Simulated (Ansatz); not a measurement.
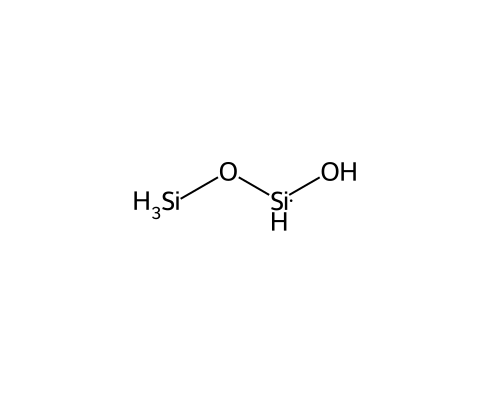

Charge 0, doublet.

Transcribe the drawing into SMILES.

O[SiH]O[SiH3]

What is the molecular formula?

H5O2Si2.

An optimisation with PBE0-D4/def2-TZVP gave a structure of which point group?

C1. Other conformers may differ.

The parts below concern this one geometry. Atoms keep their numbers from picture to picture. The geometry was computed by an optimisation with PBE0-D4/def2-TZVP.

**Levels of theory compared**

Program: Ansatz 0.2.0.

Tabulate dipole (D), HOMO energy (eV) at these levels: B3LYP-D4/def2-TZVPP; PBE-D4/def2-TZVPP; r2SCAN-D4/def2-TZVPP; ωB97M-V/def2-TZVPP.

```json
{"level": "B3LYP-D4/def2-TZVPP", "dipole (D)": "1.35", "HOMO energy (eV)": "−5.56"}
{"level": "PBE-D4/def2-TZVPP", "dipole (D)": "1.27", "HOMO energy (eV)": "−4.61"}
{"level": "r2SCAN-D4/def2-TZVPP", "dipole (D)": "1.33", "HOMO energy (eV)": "−4.97"}
{"level": "ωB97M-V/def2-TZVPP", "dipole (D)": "1.37", "HOMO energy (eV)": "−7.62"}
```

**Charges**

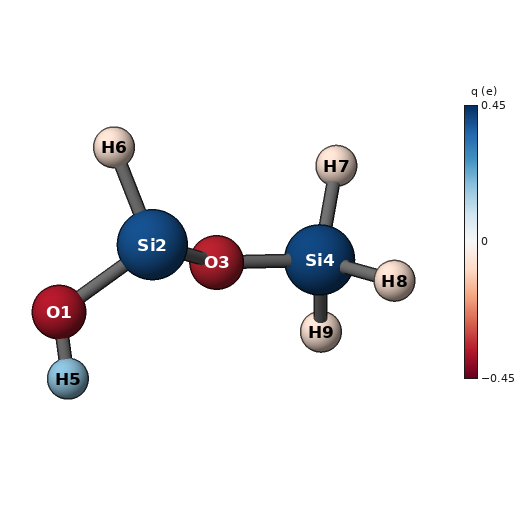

Atoms are coloured by their Mulliken charges. Properties computed with UKS B3LYP-D4/def2-TZVPP (Ansatz 0.2.0).

Give the Mulliken charges atom by atom.

| atom | value (e) |
| --- | --- |
| O1 | −0.36 |
| Si2 | 0.39 |
| O3 | −0.35 |
| Si4 | 0.41 |
| H5 | 0.18 |
| H6 | −0.07 |
| H7 | −0.07 |
| H8 | −0.07 |
| H9 | −0.07 |

**Vibrations**

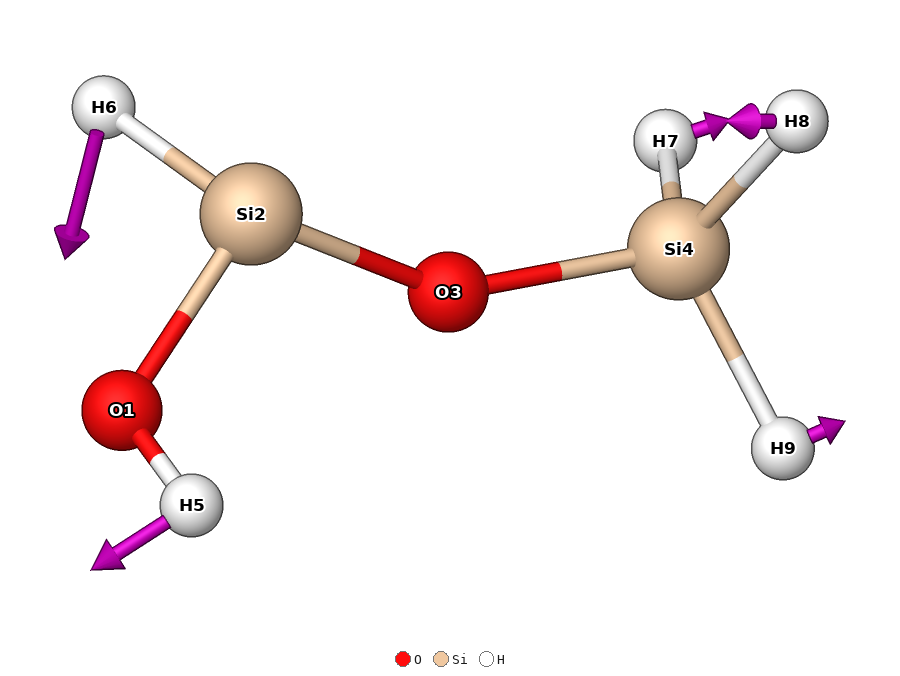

The arrows show one normal mode. Harmonic vibrations computed with UKS PBE0-D4/def2-TZVP (Ansatz 0.2.0) at a stationary point of the same level.

Describe the motion.

Mostly angle bending.

Estimate its harmonic wavenumber.

702 cm⁻¹; it is mode 7 of 21 counted from the lowest.

Mulliken values depend strongly on the basis set and can even reverse the polarity of a bond.
